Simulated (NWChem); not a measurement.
# the pair GeH4···SiH3Cl: a chain of runs

Aim: the energy (singlet GeSiH7Cl, SVWN5/def2-SVPD), then the energy (singlet GeH4, SVWN5/def2-SVPD), then a single-point energy (singlet SiH3Cl, SVWN5/def2-SVPD), then the energy (singlet GeH4, SVWN5/def2-SVPD), then the energy (singlet SiH3Cl, SVWN5/def2-SVPD) of ClGeH7Si and its partners. 

Program for the calculation: NWChem 7.3.0.

### 1 Starting point

The species is GeSiH7Cl (10 atoms), meant as a singlet with charge 0. The two molecules were placed rigidly side by side, at 1.1 times their contact distance; the pair isn't optimised.

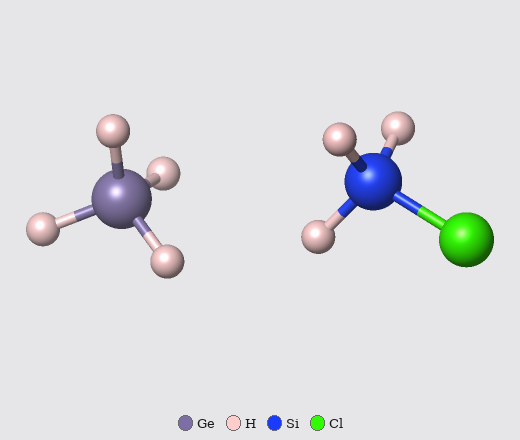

Viewed from a chosen angle; germanium purple, hydrogen pink, silicon blue, chlorine green.

### 2 The energy at SVWN5/def2-SVPD (run 1)

Input file clgeh7si.nw:

```
start clgeh7si
title "ClGeH7Si"
memory total 2200 mb
charge 0

geometry units angstroms noautosym nocenter noautoz
  Ge     0.000100     0.000080    -0.000020
  H      1.148100    -0.756320     0.680580
  H     -1.238800    -0.030020     0.904180
  H     -0.329200    -0.669120    -1.340620
  H      0.419800     1.455380    -0.244120
  Si    -3.416020     1.245370    -2.966970
  Cl    -4.516860     0.714720    -4.617280
  H     -4.343750     1.724300    -1.916850
  H     -2.475680     2.321410    -3.354810
  H     -2.672240     0.055160    -2.494990
end

basis spherical bse
  * library def2-SVPD
end

dft
  xc slater vwn_5
  mult 1
  grid fine
  convergence energy 1e-08
  maxiter 100
  mulliken
  noprint "final vectors analysis"
end

task dft energy
```

Run with:

```bash
$ nwchem clgeh7si.nw > clgeh7si.out
```

Log:

```text
[...]
          Wavefunction type:  closed shell.
          No. of atoms     :    10
          No. of electrons :    70
[...]
          Charge           :     0
          Spin multiplicity:     1
[...]
          AO basis - number of functions:   145
[...]
              XC Information
              --------------
                        Slater Exchange Functional  1.000 local
                      VWN V Correlation Functional  1.000 local
[...]
 d= 0,ls=0.0,diis     1  -2824.4897782583 -3.08D+03  9.91D-03  7.39D-01     4.3
[...]
 d= 0,ls=0.0,diis    10  -2824.5467502833 -2.66D-10  1.22D-07  2.20D-10    31.3
         Total DFT energy =    -2824.546750283278
      One electron energy =    -4434.838489761152
           Coulomb energy =     1483.737253043103
    Exchange-Corr. energy =     -124.737255251492
 Nuclear repulsion energy =      251.291741686263
[...]
      Total Density - Mulliken Population Analysis
     ---------------------------------------------
    Atom       Charge   Shell Charges
 -----------   ------   -------------------------------------------------------
    1 Ge  32    32.82   2.00  2.00  1.99  1.30  0.81 -0.10  6.00  5.97  1.54  1.21  8.05  1.83  0.19  0.04
    2 H    1     0.80   0.68  0.14  0.01 -0.03
    3 H    1     0.79   0.68  0.13  0.01 -0.03
    4 H    1     0.79   0.68  0.13  0.01 -0.03
    5 H    1     0.79   0.68  0.13  0.01 -0.03
    6 Si  14    14.34   2.00  1.97  1.15  0.46 -0.06  5.91  1.33  1.26  0.21  0.09
    7 Cl  17    17.37   2.00  1.98  1.31  0.63  0.05  5.92  2.18  3.06  0.19  0.02  0.03
    8 H    1     0.76   0.71  0.06  0.01 -0.02
    9 H    1     0.78   0.71  0.08  0.01 -0.02
   10 H    1     0.76   0.71  0.06  0.01 -0.02
[...]
```

It took 32 s on 1 thread of AMD EPYC 7R43 (Zen 3), shared host; peak memory 0.12 GiB.

### 3 GeH4: a single-point energy at SVWN5/def2-SVPD (run 2)

Input file m1.nw:

```
start m1
memory total 2200 mb

geometry units au noautosym nocenter noautoz
  Ge     0.00018897     0.00015118    -0.00003779
  H      2.16959456    -1.42923766     1.28610981
  H     -2.34099272    -0.05672958     1.70865257
  H     -0.62209784    -1.26445354    -2.53340464
  H      0.79330703     2.75026961    -0.46131994
end

basis spherical bse
  * library def2-SVPD
end

dft
  xc slater vwn_5
  mult 1
  grid fine
  convergence energy 1e-08
  iterations 100
  mulliken
  noprint "final vectors analysis"
end

task dft energy
```

Run with:

```bash
$ nwchem m1.nw > m1.out
```

Log:

```text
[...]
          Wavefunction type:  closed shell.
          No. of atoms     :     5
          No. of electrons :    36
[...]
          Charge           :     0
          Spin multiplicity:     1
[...]
          AO basis - number of functions:    70
[...]
              XC Information
              --------------
                        Slater Exchange Functional  1.000 local
                      VWN V Correlation Functional  1.000 local
[...]
 d= 0,ls=0.0,diis     1  -2075.9026899890 -2.12D+03  1.30D-02  2.57D-01     1.0
[...]
 d= 0,ls=0.0,diis     7  -2075.9234851582 -3.06D-10  4.98D-08  8.32D-12     4.1
         Total DFT energy =    -2075.923485158212
      One electron energy =    -2986.480946263252
           Coulomb energy =      942.349245077196
    Exchange-Corr. energy =      -77.212208190450
 Nuclear repulsion energy =       45.420424218295
[...]
      Total Density - Mulliken Population Analysis
     ---------------------------------------------
    Atom       Charge   Shell Charges
 -----------   ------   -------------------------------------------------------
    1 Ge  32    32.80   2.00  2.00  1.99  1.30  0.81 -0.11  6.00  5.97  1.54  1.21  8.05  1.83  0.19  0.04
    2 H    1     0.80   0.68  0.14  0.01 -0.03
    3 H    1     0.80   0.68  0.14  0.01 -0.03
    4 H    1     0.80   0.68  0.14  0.01 -0.03
    5 H    1     0.80   0.68  0.14  0.01 -0.03
[...]
```

Run time: 4.8 s. Hardware: 1 thread of AMD EPYC 7R43 (Zen 3), shared host; peak memory 0.11 GiB.

### 4 SiH3Cl: the energy at SVWN5/def2-SVPD (run 3)

Input file run.nw:

```
start run
title "ClH3Si energy"
memory 2200 mb
charge 0
geometry noautosym nocenter noautoz
   Si      -3.416020       1.245370      -2.966970
   Cl      -4.516860       0.714720      -4.617280
   H       -4.343750       1.724300      -1.916850
   H       -2.475680       2.321410      -3.354810
   H       -2.672240       0.055160      -2.494990
end
basis "ao basis" spherical bse
   * library def2-SVPD
end
dft
   xc slater vwn_5
   mult 1
   grid fine
   convergence energy 1e-08
   maxiter 100
   mulliken
   print low
end
task dft energy
```

Run with:

```bash
$ nwchem run.nw > run.out
```

Log:

```text
[...]
 d= 0,ls=0.0,diis     1   -748.5853659104 -8.35D+02  1.36D-02  4.78D-01     0.7
[...]
 d= 0,ls=0.0,diis    10   -748.6214822203 -2.64D-10  1.26D-07  6.77D-11     4.4
         Total DFT energy =     -748.621482220305
      One electron energy =    -1209.463116765681
           Coulomb energy =      422.029142392842
    Exchange-Corr. energy =      -47.524865039661
 Nuclear repulsion energy =       86.337357192194
[...]
      Total Density - Mulliken Population Analysis
     ---------------------------------------------
    Atom       Charge   Shell Charges
 -----------   ------   -------------------------------------------------------
    1 Si  14    14.29   2.00  1.97  1.15  0.40 -0.02  5.91  1.33  1.24  0.21  0.09
    2 Cl  17    17.34   2.00  1.98  1.31  0.63  0.04  5.92  2.18  3.05  0.18  0.02  0.02
    3 H    1     0.79   0.71  0.09  0.01 -0.02
    4 H    1     0.79   0.71  0.09  0.01 -0.02
    5 H    1     0.79   0.71  0.09  0.01 -0.02
[...]
```

Wall time 5.1 s (1 thread of AMD EPYC 7R43 (Zen 3), shared host); peak memory 0.11 GiB.

### 5 GeH4 among ghost functions: a single-point energy at SVWN5/def2-SVPD (with ghost functions) (run 4)

Input file m1.nw:

```
start m1
memory stack 880 mb heap 220 mb global 1100 mb
charge 0
geometry noautosym nocenter noautoz
   Ge    0.000100    0.000080   -0.000020
   H     1.148100   -0.756320    0.680580
   H    -1.238800   -0.030020    0.904180
   H    -0.329200   -0.669120   -1.340620
   H     0.419800    1.455380   -0.244120
   bqSi    -3.416020     1.245370    -2.966970
   bqCl    -4.516860     0.714720    -4.617280
   bqH     -4.343750     1.724300    -1.916850
   bqH     -2.475680     2.321410    -3.354810
   bqH     -2.672240     0.055160    -2.494990
end
basis spherical bse
   Ge library def2-SVPD
   H library def2-SVPD
   bqSi library Si def2-SVPD
   bqCl library Cl def2-SVPD
   bqH library H def2-SVPD
end
dft
   xc slater vwn_5
   grid fine
   convergence energy 1e-08
   maxiter 100
   mulliken
   print low
end
task dft energy
```

Run with:

```bash
$ nwchem m1.nw > m1.out
```

Log:

```text
[...]
 d= 0,ls=0.0,diis     1  -2075.9027690058 -2.12D+03  6.38D-03  2.58D-01     3.7
[...]
 d= 0,ls=0.0,diis     7  -2075.9235973616 -3.38D-10  7.60D-08  4.48D-11    19.8
         Total DFT energy =    -2075.923597361591
      One electron energy =    -2986.476530847382
           Coulomb energy =      942.344407729946
    Exchange-Corr. energy =      -77.211901733880
 Nuclear repulsion energy =       45.420427489725
[...]
      Total Density - Mulliken Population Analysis
     ---------------------------------------------
    Atom       Charge   Shell Charges
 -----------   ------   -------------------------------------------------------
    1 Ge  32    32.82   2.00  2.00  1.99  1.30  0.81 -0.10  6.00  5.97  1.54  1.21  8.05  1.83  0.19  0.04
    2 H    1     0.80   0.68  0.14  0.01 -0.03
    3 H    1     0.79   0.68  0.14  0.01 -0.03
    4 H    1     0.79   0.68  0.13  0.01 -0.03
    5 H    1     0.79   0.68  0.14  0.01 -0.03
    6 X    0    -0.00  -0.00 -0.00  0.00 -0.00  0.00 -0.00  0.00 -0.00  0.00 -0.00
    7 X    0    -0.00   0.00 -0.00 -0.00  0.00 -0.00 -0.00  0.00 -0.00 -0.00 -0.00 -0.00
    8 X    0     0.00  -0.00  0.00 -0.00  0.00
    9 X    0     0.00  -0.00  0.00  0.00  0.00
   10 X    0     0.00   0.00  0.00 -0.00 -0.00
[...]
```

Run time: 21 s. Hardware: 1 thread of AMD EPYC 7R43 (Zen 3), shared host; peak memory 0.12 GiB.

### 6 SiH3Cl among ghost functions: a single-point energy at SVWN5/def2-SVPD (with ghost functions) (run 5)

Input file clh3si.nw:

```
START clh3si
memory stack 880 mb heap 220 mb global 1100 mb
GEOMETRY units angstrom noautosym nocenter noautoz
 Si      -3.416020       1.245370      -2.966970
 Cl      -4.516860       0.714720      -4.617280
 H       -4.343750       1.724300      -1.916850
 H       -2.475680       2.321410      -3.354810
 H       -2.672240       0.055160      -2.494990
 bqGe     0.000100     0.000080    -0.000020
 bqH      1.148100    -0.756320     0.680580
 bqH     -1.238800    -0.030020     0.904180
 bqH     -0.329200    -0.669120    -1.340620
 bqH      0.419800     1.455380    -0.244120
END
BASIS "ao basis" spherical bse
 Si library def2-SVPD
 Cl library def2-SVPD
 H library def2-SVPD
 bqGe library Ge def2-SVPD
 bqH library H def2-SVPD
END
DFT
 xc slater vwn_5
 grid fine
 convergence energy 1e-08
 iterations 100
 mulliken
 noprint "final vectors analysis"
END
TASK dft
```

Run with:

```bash
$ nwchem clh3si.nw > clh3si.out
```

Log:

```text
[...]
          Wavefunction type:  closed shell.
          No. of atoms     :    10
          No. of electrons :    34
[...]
          Charge           :     0
          Spin multiplicity:     1
[...]
          AO basis - number of functions:   145
[...]
              XC Information
              --------------
                        Slater Exchange Functional  1.000 local
                      VWN V Correlation Functional  1.000 local
[...]
 d= 0,ls=0.0,diis     1   -748.5856790124 -8.35D+02  7.45D-03  4.80D-01     3.4
[...]
 d= 0,ls=0.0,diis    10   -748.6218317412 -2.40D-10  6.70D-08  6.93D-11    27.8
         Total DFT energy =     -748.621831741212
      One electron energy =    -1209.459970348699
           Coulomb energy =      422.024925400570
    Exchange-Corr. energy =      -47.524143985277
 Nuclear repulsion energy =       86.337357192194
[...]
      Total Density - Mulliken Population Analysis
     ---------------------------------------------
    Atom       Charge   Shell Charges
 -----------   ------   -------------------------------------------------------
    1 Si  14    14.34   2.00  1.97  1.15  0.46 -0.06  5.91  1.33  1.26  0.21  0.09
    2 Cl  17    17.36   2.00  1.98  1.31  0.63  0.05  5.92  2.18  3.06  0.19  0.02  0.03
    3 H    1     0.76   0.71  0.07  0.01 -0.02
    4 H    1     0.78   0.71  0.08  0.01 -0.02
    5 H    1     0.76   0.71  0.07  0.01 -0.02
    6 X    0    -0.01  -0.00 -0.00 -0.00  0.00 -0.01  0.00  0.00 -0.00  0.00 -0.00 -0.00 -0.00  0.00 -0.00
    7 X    0    -0.00  -0.00  0.00 -0.00 -0.00
    8 X    0     0.00  -0.00  0.00  0.00  0.00
    9 X    0     0.00  -0.00  0.00 -0.00 -0.00
   10 X    0     0.00  -0.00  0.00 -0.00  0.00
[...]
```

Wall time 29 s (1 thread of AMD EPYC 7R43 (Zen 3), shared host); peak memory 0.12 GiB.

### 7 Outcome

```
                                                                                                                  quantity           value
                                                                                      run 1, SVWN5/def2-SVPD: total energy  -2824.54675 Eh
                                                                                     run 1, SVWN5/def2-SVPD: dipole moment          1.40 D
                                                                                                        GeH4: total energy  -2075.92349 Eh
                                                                                                       GeH4: dipole moment          0.00 D
                                                                                                      SiH3Cl: total energy   -748.62148 Eh
                                                                                  GeH4 among ghost functions: total energy  -2075.92360 Eh
                                                                                SiH3Cl among ghost functions: total energy   -748.62183 Eh
                                                                               SiH3Cl among ghost functions: dipole moment          1.34 D
              interaction energy of the rigid parts GeH4 and SiH3Cl (parts in their own basis; closest atoms 2.71 Å apart)       -0.049 eV
interaction energy of the rigid parts GeH4 and SiH3Cl (parts in the whole basis, counterpoise; closest atoms 2.71 Å apart)       -0.036 eV
```

The interaction energy of the rigid parts GeH4 and SiH3Cl (parts in their own basis; closest atoms 2.71 Å apart) is −0.05 eV (−1.1 kcal/mol): the parts attract. Without counterpoise this holds the superposition error of the basis. The interaction energy of the rigid parts GeH4 and SiH3Cl (parts in the whole basis, counterpoise; closest atoms 2.71 Å apart) is −0.04 eV (−3.5 kJ/mol): the parts attract. The basis-set superposition error is 1.2 kJ/mol. Mulliken charges (run 1, SVWN5/def2-SVPD) run from -0.82 on Ge1 to +0.24 on H8; in a basis this large or diffuse they mean little. Mulliken charges (GeH4) run from -0.80 on Ge1 to +0.20 on H2; in a basis this large or diffuse they mean little.
